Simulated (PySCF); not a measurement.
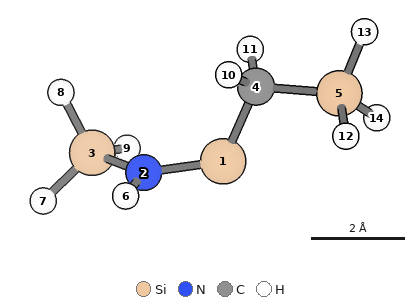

Fig. 1: The structure (ball-and-stick view, seen at a tilt; atoms are numbered from 1 in the order of the input). Bond lengths as drawn: C–H 1.10 Å, C–Si 1.88 to 1.90 Å, H–N 1.02 Å, H–Si 1.49 to 1.50 Å and N–Si 1.74 to 1.75 Å.

## Run report: CH₉NSi₃, EPR calculation

- system: CH₉NSi₃, multiplicity 3, SMILES [SiH3]C[Si]N[SiH3]
- method: UKS B3LYP, IGLO-III on C N Si, pcH-1 on H, non-relativistic, mean-field spin-orbit, GIAO (PySCF 2.14.0)

### The input
```
{"job": {"kind": "epr"}, "charge": 0, "multiplicity": 3}
Si    -0.581347    -0.662880     0.091872
N     -1.582301     0.357006    -0.906079
Si    -1.415395     0.645632    -2.625077
C      0.956580     0.071973     0.941550
Si     1.544152    -0.948620     2.411060
H     -2.393240     0.779503    -0.458424
H     -2.771458     0.758093    -3.246170
H     -0.672188     1.911154    -2.924532
H     -0.661585    -0.494366    -3.222175
H      0.679311     1.080536     1.296126
H      1.773256     0.179885     0.207285
H      0.527850    -0.902341     3.505351
H      2.840826    -0.415948     2.933645
H      1.749135    -2.374478     2.010267
```

The first line tells a small driver script what to run in PySCF; the rest is the geometry in Å.

Hardware: 1 CPU thread, shared host.

Command:
```bash
OMP_NUM_THREADS=1 python <driver script> task.json out
```

### Output
```
UKS, coarse grid
  cycle   1  E = -966.75871026  |g| = 4.16e-01
  cycle   2  E = -966.64721443  |g| = 6.28e-01
  cycle   3  E = -966.82463334  |g| = 1.04e-01
  cycle   4  E = -966.82866262  |g| = 4.49e-02
  cycle   5  E = -966.82966779  |g| = 1.13e-02
  cycle   6  E = -966.82974190  |g| = 2.26e-03
  cycle   7  E = -966.82974786  |g| = 9.38e-04
UKS, final grid
  cycle   1  E = -966.82971756  |g| = 1.03e-03
  cycle   2  E = -966.82971713  |g| = 1.55e-03
  cycle   3  E = -966.82971818  |g| = 2.26e-04
  cycle   4  E = -966.82971821  |g| = 9.36e-05
  cycle   5  E = -966.82971822  |g| = 5.26e-05
  cycle   6  E = -966.82971822  |g| = 1.05e-05
E = -966.82971822 Eh   <S^2> = 2.0026 (exact 2.0000)
g shifts (ppm)      1          2          3
  rmc          -146       -146       -146
  gc             34         18         25
  oz_so       -1741        173        386
  total       -1853         45        265
hyperfine (MHz)  atom isotope    a_iso     a_fc   dipolar eigenvalues
    0  29Si    -499.51    -500.89    -77.33     -0.45     77.78
    1   14N      16.17      16.16     -3.61     -2.57      6.17
    2  29Si     -28.33     -28.35     -2.32      0.60      1.72
    3   13C      66.69      66.69     -8.76     -7.22     15.98
    4  29Si      -2.43      -2.43     -0.54     -0.16      0.70
    5    1H      26.06      26.05     -5.83     -2.32      8.15
    6    1H       3.39       3.39     -1.06     -0.96      2.02
    7    1H       6.64       6.64     -1.05     -0.97      2.02
    8    1H      -0.05      -0.05     -2.24     -1.31      3.55
    9    1H      17.96      17.95     -5.55     -0.79      6.34
   10    1H      33.74      33.74     -6.14     -0.83      6.97
   11    1H      -0.20      -0.20     -1.76     -1.17      2.92
   12    1H       1.04       1.04     -0.95     -0.79      1.74
   13    1H      -0.60      -0.60     -1.68     -1.45      3.13
zero-field splitting (cm-1)  D = -1.1399  E = -0.0447  (spin-spin -0.1517, spin-orbit -1.2729)
```

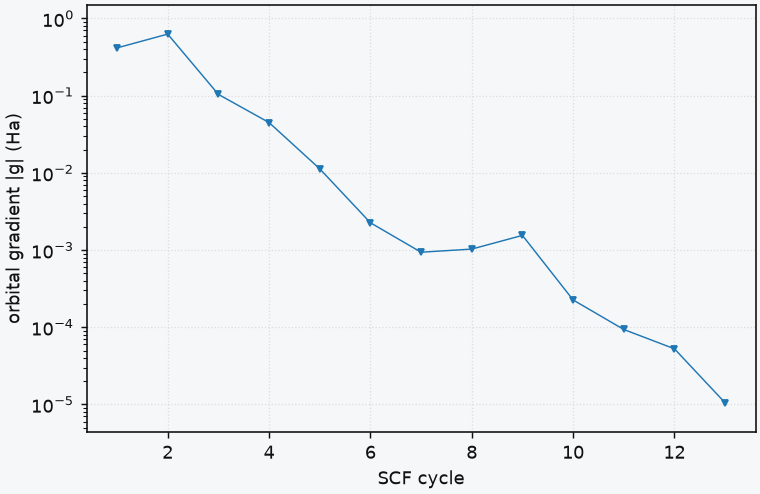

Fig. 2: Convergence of the self-consistent field: orbital gradient |g| against the SCF cycle. All cycles printed in the log are drawn one after another.

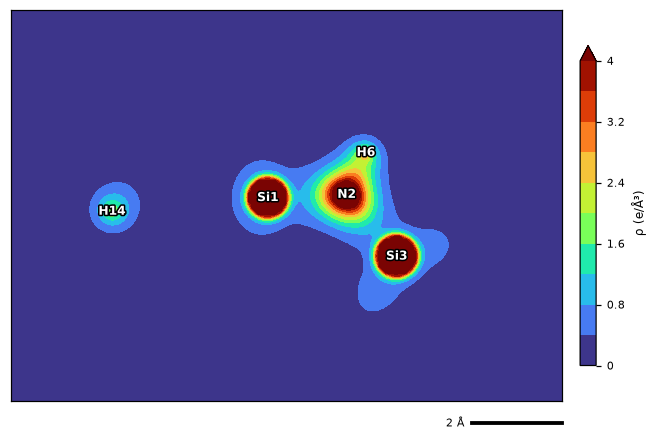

Fig. 3: Electron density on the plane of atoms Si3, N2 and H6. Atoms in the plane: Si, N and H. Si–N (1.74 Å): ρ is about 1 e/Å³ halfway. N–H (1.02 Å): ρ at the midpoint is about 2.8 e/Å³, with its minimum of 2.2 e/Å³ about 0.8 Å from N.

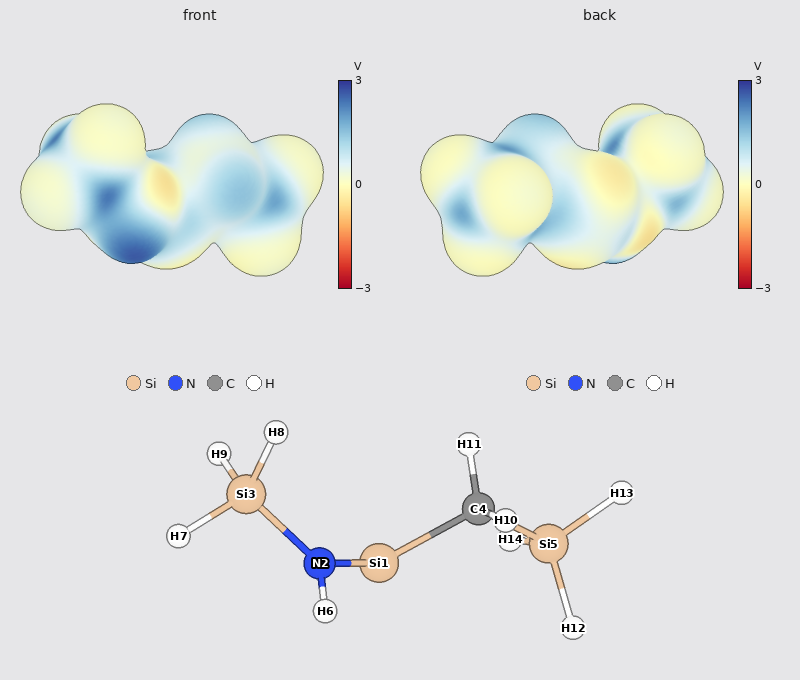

Fig. 4: The electrostatic potential painted on the density surface at 0.004 e/bohr³, seen at a tilt and from behind; red is negative and blue positive. The bare structure is drawn below in the same view.

### Key numbers

```csv
quantity,value
outcome,converged
total energy,−966.829718 hartree
⟨S²⟩,2.003
isotropic g,2.0018
wall time,2.1 min
peak memory,0.98 GiB
```
